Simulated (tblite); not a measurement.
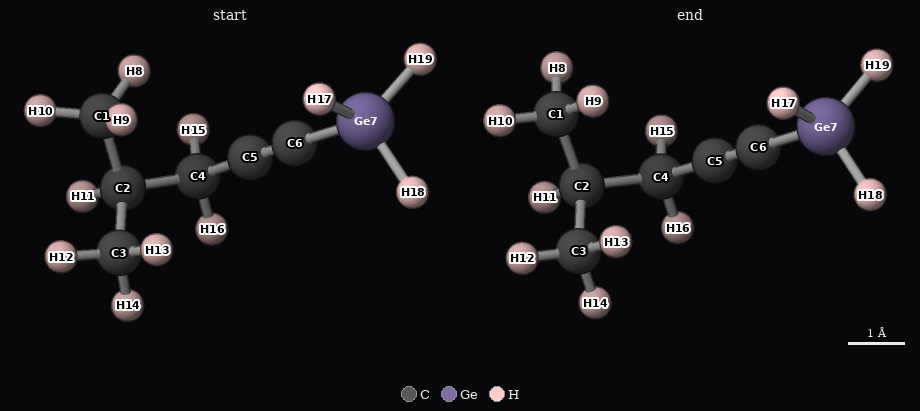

The structure of C6H12Ge before (left) and after (right) a relaxation, at one scale.

Style: ball-and-stick. Shown at a tilt.

Theory: GFN2-xTB geometry optimisation, gas phase in tblite 0.8.0. 

Question: What changed between the two?

Answer: After 108 geometry steps the energy has fallen by 0.510 eV. The largest move after the best rigid fit is that of H8, 0.72 Å. Largest moves by element: H 0.72 Å, C 0.12 Å, Ge 0.10 Å. Near-neighbour distances that change, for instance: Ge7–H18 1.566 → 1.492 Å, Ge7–H17 1.561 → 1.493 Å, Ge7–H19 1.543 → 1.492 Å, C2–C4 1.495 → 1.540 Å. Among the angles between lasting bonds that change: H8–C1–H10 114.3° → 108.4°, C2–C3–H13 115.4° → 110.2°, H9–C1–H10 113.5° → 108.6°. Groups turn about C1–C2 by about 30°.
